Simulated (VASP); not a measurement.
Band structure of TePb (space group Fm-3m). These are modified Becke-Johnson potential (mBJ) with spin-orbit coupling, VASP's PBE PAW potentials (set 64) (plane waves; VASP 6.6.1) values and carry that method's errors.

mBJ is a potential without an energy functional, so only the levels count.

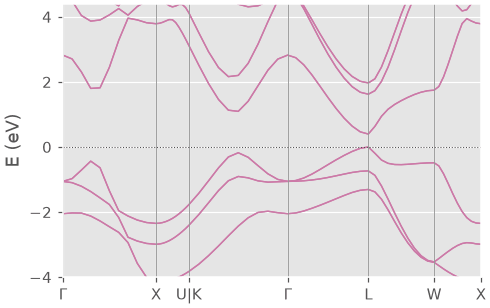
Fig. 1. Bands along high-symmetry lines, zero at the valence-band maximum or, without a gap, the Fermi level

Problem. Read the plot: is there a gap, and where are the band edges?

Solution. The gap is direct, 0.40 eV, from the valence maximum at L to the conduction minimum at L.

The structure comes from a computed database's TePb entry (Fm-3m); how it stands against other phases isn't given here. It was relaxed first. The cell's shape comes from a PBE relaxation.
